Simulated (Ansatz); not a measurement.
## Electronic structure of CHClF₂Si (SMILES F[Si](F)=CCl) in real space

Input

```
crystal:
  periodic: [false, false, false]
  atoms:
    - {symbol: C, position_ang: [-1.243947, -1.599062, -1.784011]}
    - {symbol: Cl, position_ang: [-0.911140, -2.004796, -3.431064]}
    - {symbol: F, position_ang: [-0.996241, 0.142479, 0.532239]}
    - {symbol: F, position_ang: [0.241529, 0.948685, -1.580790]}
    - {symbol: Si, position_ang: [-0.678087, -0.216777, -0.993420]}
    - {symbol: H, position_ang: [-1.869941, -2.303857, -1.230940]}
basis:
  gaussian:
    orbitals: def2-TZVPD
hamiltonian:
  xc: pbe0
output: {forces: true, orbitals: {seedname: orbitals}}
```

Run with:

```sh
ansatz run input.yaml --threads 1 --pin off --max-ram 2610MiB --events-out events.jsonl --progress --plain --runs-dir runs
```

Geometry: PBE0-D3(BJ)/def2-SVP.

Theory: Ansatz, isolated molecule in a Gaussian basis; Kohn-Sham density functional theory, functional PBE0.

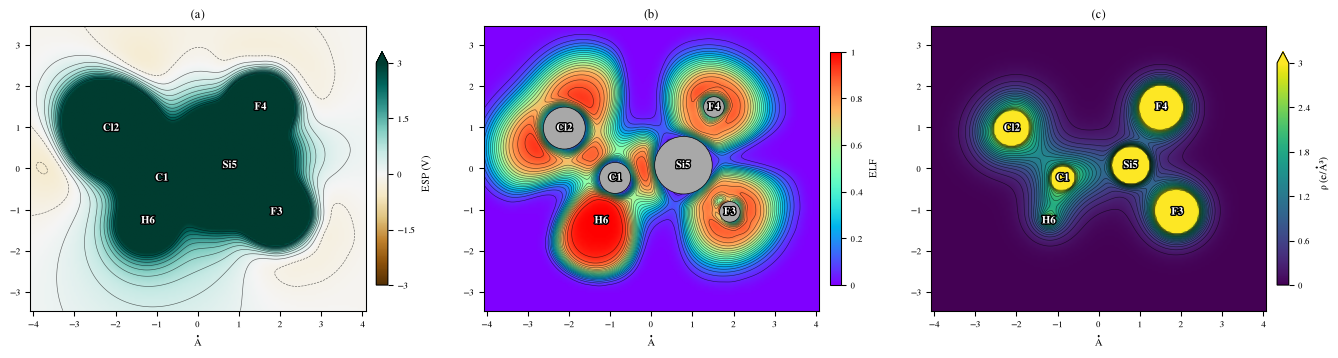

Figure 1. (a) electrostatic potential; (b) electron localisation function; (c) electron density on the molecular plane. Grey discs cover the atomic cores in the ELF map.

> Describe what can be read from this map.

- Atoms in the plane: C, Cl, F, Si and H.
- Si–F (1.60 Å): the density is about 1.2 e/Å³ at the midpoint; the ELF peaks at about 0.85 in the valence shell of F, 0.6 Å from its nucleus, and is about 0.55 at the midpoint.
- C–Si (1.69 Å): the density is about 1.2 e/Å³ at the midpoint; the ELF peaks at about 0.90 between the atoms: localised, covalent bonding.
- C–Cl (1.73 Å): ρ at the midpoint is about 1.4 e/Å³; the ELF peaks at about 0.85 between the atoms; a covalent bond.
- C–H (1.09 Å): ρ is about 2 e/Å³ halfway; the ELF climbs to about 1 towards the hydrogen, as it does in any bond to H (a covalent bond by its length).
- The ELF also peaks beside F3, Cl2 and F4, away from the bonds: lone-pair regions.
- Outside the dense part of the molecule the potential is most negative (−0.4 V) near Cl2.

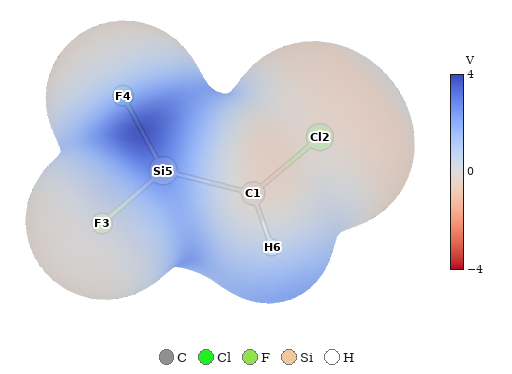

Figure 2. The electrostatic potential painted on the density surface at 0.004 e/bohr³, seen at a tilt; red is negative and blue positive.

> Where is the surface potential most negative and most positive?

The most negative region (about −0.5 V) lies over C1 and Cl2, the most positive (about +3.9 V) over Si5. Cl2 shows a σ-hole: about +1.0 V at the tip opposite its bond, against about −0.4 V on its flanks.

> What dipole moment does the calculation give?

Its dipole moment is 1.21 D.

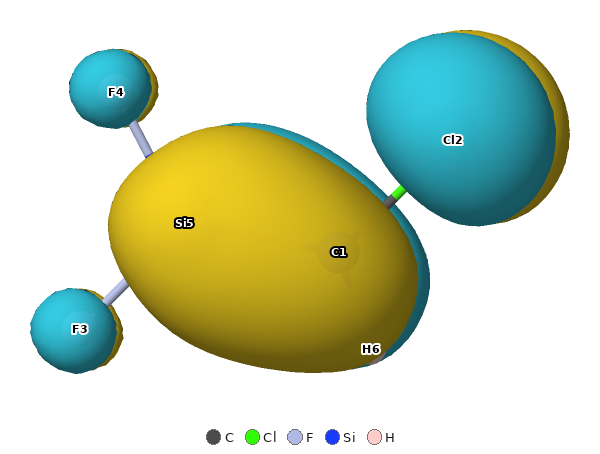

Figure 3. The HOMO at ±0.08 Å⁻³ᐟ² (yellow and cyan are the two phases), seen at a tilt.

> Describe this orbital and give its energy.

By Hirshfeld shares it lies mainly on C1 (about 35 %), Si5 (about 30 %) and Cl2 (about 25 %); it changes sign across the molecular plane (π type); π-bonding across C1–Si5; π-antibonding (a node) across C1–Cl2. Its energy is −6.60 eV.
